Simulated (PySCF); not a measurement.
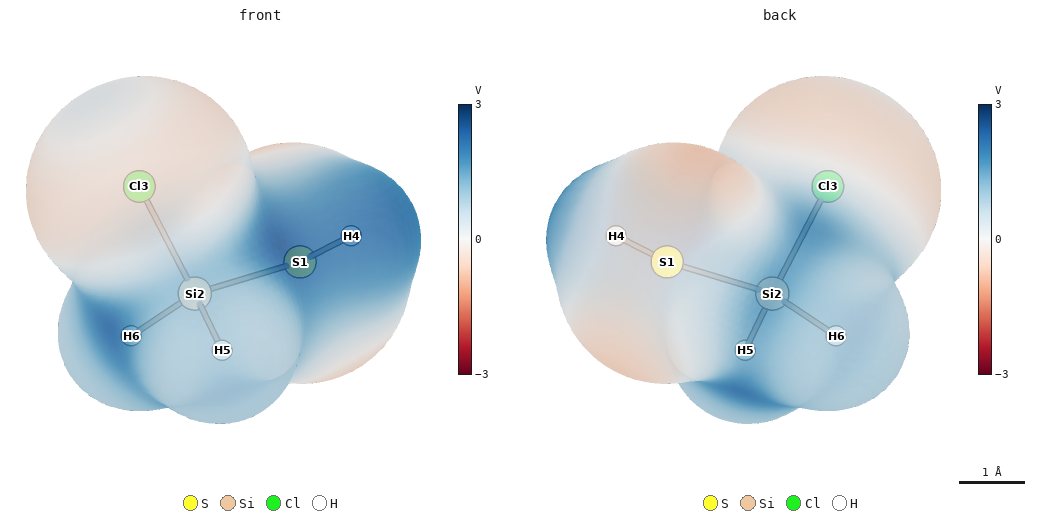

The picture shows: ClH$_{3}$SSi (ClH2Si(SH)). The molecular electrostatic potential painted on the density surface at 0.004 e/bohr³, seen from the front and from behind; the colour scale runs from red (negative) to blue (positive).

Geometry: PBE0-D3(BJ)/def2-SVP.

These are results of PBE0/pcSseg-1, SCF density, gas phase, non-relativistic in PySCF, not measurements.

Input

```
{"job": {"kind": "nmr", "xc": "PBE0", "basis": "pcSseg-1"}, "charge": 0, "multiplicity": 1}
S      1.537710    -0.221915    -0.722513
Si    -0.476729    -0.188478    -0.028754
Cl    -1.272679     1.719865    -0.012842
H      2.033731     0.425936     0.355207
H     -0.578781    -0.709423     1.360107
H     -1.237013    -1.022015    -0.994365
```

Run with:

```sh
OMP_NUM_THREADS=1 python probes_run.py task.json out
```

### Describe the electrostatic potential map.

The most negative region (about −0.7 V) lies over S1, the most positive (about +2.4 V) over Si2. Cl3 shows a σ-hole: about +0.3 V at the tip opposite its bond, against about −0.3 V on its flanks.

### How polar is the molecule by this calculation?

Its dipole moment is 1.44 D.
